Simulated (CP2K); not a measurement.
**GFN2-xTB run of SnCl2F2 (SMILES [F][Sn]([F])([Cl])[Cl])**

What is the vertical ionisation energy of SnCl2F2 at GFN2-xTB? 

The calculation is run with CP2K 2026.2.

6 further runs of the same task are left out: 4 that didn't finish, 2 set aside as unsound or not needed.

## 1. Starting point

SnCl2F2: 5 atoms, total charge 0, spin state singlet. SMILES: `[F][Sn]([F])([Cl])[Cl]`. Geometry: relaxed at PBE0-D4/def2-TZVP.

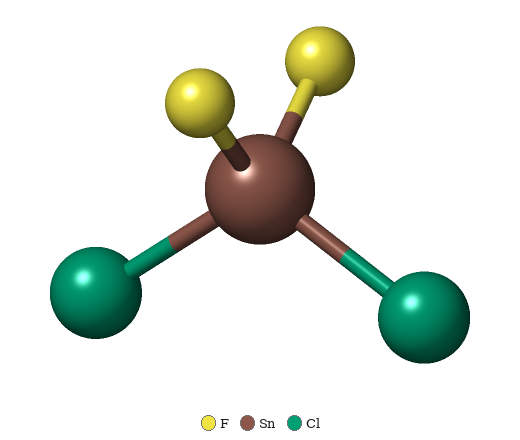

The structure, seen from a chosen angle (fluorine yellow, tin brown, chlorine teal).

## 2. The energy at GFN2-xTB

File molecule.inp:

```
&GLOBAL
 PROJECT_NAME molecule
 RUN_TYPE ENERGY
 PRINT_LEVEL MEDIUM
&END

&FORCE_EVAL
 METHOD QUICKSTEP
 &DFT
  CHARGE 0
  MULTIPLICITY 1
  &QS
   METHOD XTB
   EPS_DEFAULT 1.0E-10
   &XTB
    GFN_TYPE TBLITE
    &TBLITE
     METHOD GFN2
    &END
    CHECK_ATOMIC_CHARGES F
   &END
  &END
  &POISSON
   PERIODIC NONE
   POISSON_SOLVER ANALYTIC
  &END
  &SCF
   SCF_GUESS ATOMIC
   EPS_SCF 1.0E-06
   MAX_SCF 150
   ADDED_MOS 2
   &DIAGONALIZATION
    ALGORITHM STANDARD
   &END
   &MIXING
    METHOD DIRECT_P_MIXING
    ALPHA 0.4
   &END
  &END
  # extra output
  &PRINT
   &MOMENTS
    PERIODIC F
    REFERENCE COM
    MAX_MOMENT 1
   &END
   &MO ON
    ENERGIES T
    OCCUPATION_NUMBERS T
    NDIGITS 6
    &EACH
     QS_SCF 0
    &END
    ADD_LAST NUMERIC
   &END
   &HIRSHFELD OFF
   &END
  &END
 &END
 &SUBSYS
  &CELL
   ABC [angstrom] 11.3 11.2 10.9
   PERIODIC NONE
  &END
  &COORD
   F     -0.136000    -0.318500     1.871500
   Sn     0.031600    -0.036600     0.013600
   F      1.509000    -1.080200    -0.523100
   Cl    -1.837700    -0.793000    -1.030000
   Cl     0.483000     2.154700    -0.373400
  &END
  &TOPOLOGY
   &CENTER_COORDINATES
   &END
  &END
 &END
&END
```

On the command line:

```bash
$ OMP_NUM_THREADS=1 cp2k.psmp molecule.inp > molecule.out
```

The program printed:

```text
CP2K| version string:                                       CP2K version 2026.2
[...]
 GLOBAL| Method name                                                        CP2K
[...]
 GLOBAL| Run type                                                         ENERGY
[...]
                             - Atoms:                                          5
[...]
                             - Spherical basis functions:                     35
[...]
 Number of electrons:                                                         32
[...]
  *** SCF run converged in    26 steps ***
[...]
  Fermi energy:                                                -0.39103799947772
[...]
 TB_DIPOLE| Moment [Debye]         -1.34515959       1.36143761      -1.35647937
 TB_DIPOLE| Derivative [a.u.]       0.00000000       0.00000000       0.00000000
[...]
 ENERGY| Total FORCE_EVAL ( QS ) energy [hartree]            -20.781893328731087
[...]
```

Run time: 0.3 s. Hardware: 1 thread of Arm Neoverse V1, shared host.

## 3. The doublet cation

File calc.inp:

```
&FORCE_EVAL
 METHOD QUICKSTEP
 &DFT
  CHARGE 1
  MULTIPLICITY 2
  UKS T
  &QS
   METHOD XTB
   EPS_DEFAULT 1.0E-10
   &XTB
    GFN_TYPE TBLITE
    &TBLITE
     METHOD GFN2
    &END TBLITE
    CHECK_ATOMIC_CHARGES F
   &END XTB
  &END QS
  &POISSON
   PERIODIC NONE
   POISSON_SOLVER ANALYTIC
  &END POISSON
  &SCF
   SCF_GUESS ATOMIC
   EPS_SCF 1.0E-06
   MAX_SCF 150
   ADDED_MOS 4
   &DIAGONALIZATION
    ALGORITHM STANDARD
   &END DIAGONALIZATION
   &MIXING
    METHOD DIRECT_P_MIXING
    ALPHA 0.4
   &END MIXING
   &SMEAR ON
    METHOD FERMI_DIRAC
    ELECTRONIC_TEMPERATURE [K] 300
    FIXED_MAGNETIC_MOMENT 1.0
   &END SMEAR
  &END SCF
  &PRINT
   &MOMENTS
    PERIODIC F
    REFERENCE COM
    MAX_MOMENT 1
   &END MOMENTS
   &MO ON
    ENERGIES T
    OCCUPATION_NUMBERS T
    NDIGITS 6
    &EACH
     QS_SCF 0
    &END EACH
    ADD_LAST NUMERIC
   &END MO
   &HIRSHFELD OFF
   &END HIRSHFELD
  &END PRINT
 &END DFT
 &SUBSYS
  &CELL
   ABC [angstrom] 11.3 11.2 10.9
   PERIODIC NONE
  &END CELL
  &COORD
   F     -0.136000    -0.318500     1.871500
   Sn     0.031600    -0.036600     0.013600
   F      1.509000    -1.080200    -0.523100
   Cl    -1.837700    -0.793000    -1.030000
   Cl     0.483000     2.154700    -0.373400
  &END COORD
  &TOPOLOGY
   &CENTER_COORDINATES
   &END CENTER_COORDINATES
  &END TOPOLOGY
 &END SUBSYS
&END FORCE_EVAL

&GLOBAL
 PROJECT calc
 RUN_TYPE ENERGY
 PRINT_LEVEL MEDIUM
&END GLOBAL
```

On the command line:

```bash
$ OMP_NUM_THREADS=1 cp2k.psmp calc.inp > calc.out
```

The program printed:

```text
CP2K| version string:                                       CP2K version 2026.2
[...]
 GLOBAL| Method name                                                        CP2K
[...]
 GLOBAL| Run type                                                         ENERGY
[...]
                             - Atoms:                                          5
[...]
                             - Spherical basis functions:                     35
[...]
 Number of electrons:                                                         16
[...]
  *** SCF run converged in    66 steps ***
[...]
  Fermi energy:                                                -0.65560826106745
[...]
 TB_DIPOLE| Moment [Debye]         -2.52006551       2.55024411      -2.54225907
 TB_DIPOLE| Derivative [a.u.]       0.00000000       0.00000000       0.00000000
[...]
 ENERGY| Total FORCE_EVAL ( QS ) energy [hartree]            -20.190898741358897
[...]
```

It took 0.46 s on 1 thread of Arm Neoverse V1, shared host.

## 4. Outcome

Level: GFN2-xTB.

| quantity | value |
| --- | --- |
| singlet SnCl2F2: total energy | -20.78189 Eh |
| singlet SnCl2F2: dipole moment (from atomic charges alone) | 2.35 D |
| singlet SnCl2F2: HOMO energy | -13.09 eV |
| singlet SnCl2F2: LUMO energy | -9.76 eV |
| singlet SnCl2F2: HOMO–LUMO gap | 3.33 eV |
| singlet SnCl2F2: dispersion energy | -11.38 kJ/mol |
| doublet cation: total energy | -20.19090 Eh |
| doublet cation: HOMO energy (highest over α and β) | -19.17 eV |
| doublet cation: LUMO energy (lowest over α and β) | -19.12 eV |
| doublet cation: dispersion energy | -10.50 kJ/mol |
| vertical ionisation energy (to the doublet cation) | 16.082 eV |

Removing an electron at fixed nuclei costs 16.08 eV (1552 kJ/mol). No empirical shift is applied, and without it xTB methods put this difference several eV too high. The dipole (singlet SnCl2F2) comes from point charges on the atoms alone, without atomic dipoles, so it is partial.
